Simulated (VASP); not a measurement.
Band structure of La₂Cu₂I (space group P-6m2). Computed with LDA (Ceperley-Alder, Perdew-Zunger), VASP's LDA PAW potentials (set 64) (plane waves; VASP 6.6.1).

Unless said otherwise, spin-orbit coupling is left out, though it shifts the bands of the heavy elements here.

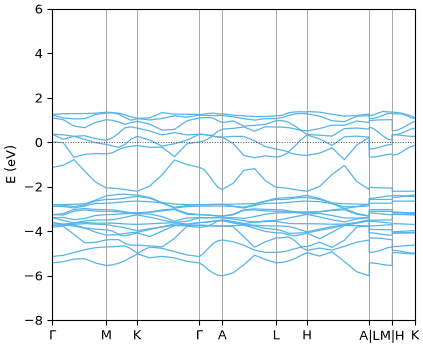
Figure. Bands along high-symmetry lines, zero at the valence-band maximum or, without a gap, the Fermi level

### Question
Read the plot: is there a gap, and where are the band edges?

### Answer
It has no gap at this level: it comes out as a metal or semimetal.

The structure comes from a computed database's La2Cu2I entry (P-6m2); how it stands against other phases isn't given here. The cell was not relaxed at this level. The electron count is odd and the run is not spin-polarised, which forces a metal.
